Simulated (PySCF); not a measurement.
System: C4H5NO (SMILES Cc1ccno1).

```yaml
atoms:
  - { symbol: C, position_ang: [-1.7227, -0.0168, 0.0269] }
  - { symbol: C, position_ang: [-0.2466, -0.1552, 0.0098] }
  - { symbol: C, position_ang: [0.7658, 0.7585, -0.0936] }
  - { symbol: C, position_ang: [1.9347, -0.0326, -0.0455] }
  - { symbol: N, position_ang: [1.6365, -1.2948, 0.0752] }
  - { symbol: O, position_ang: [0.2868, -1.3829, 0.1106] }
  - { symbol: H, position_ang: [-2.1236, -0.3976, 0.9650] }
  - { symbol: H, position_ang: [-1.9976, 1.0275, -0.0850] }
  - { symbol: H, position_ang: [-2.1618, -0.5960, -0.7836] }
  - { symbol: H, position_ang: [0.6917, 1.8209, -0.1889] }
  - { symbol: H, position_ang: [2.9582, 0.2795, -0.0948] }
```

Geometry: GFN2-xTB.

Level of theory: PBE0/def2-SVPD, SCF density, gas phase (PySCF).

> Predict the electron density and electron localisation function between the atoms.

C–N (1.30 Å): ρ is about 2.7 e/Å³ halfway; the ELF peaks at about 0.90 between the atoms (a covalent bond).
C–O (1.34 Å): ρ is about 2.5 e/Å³ halfway; the ELF peaks at about 0.90 between the atoms, as expected for a polar covalent bond.
N–O (1.35 Å): the density is about 2.5 e/Å³ at the midpoint; the ELF peaks at about 0.85 between the atoms; a shared electron pair.
C–C (1.37 Å): ρ at the midpoint is about 2.2 e/Å³; the ELF peaks at about 0.95 between the atoms; a covalent bond.

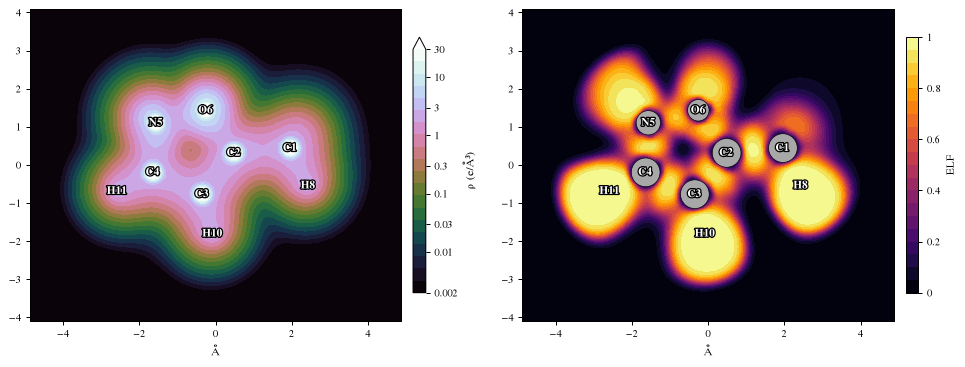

Computed electron density and electron localisation function on the plane of atoms C4, N5 and O6, in this order. Grey discs cover the atomic cores in the ELF map. 
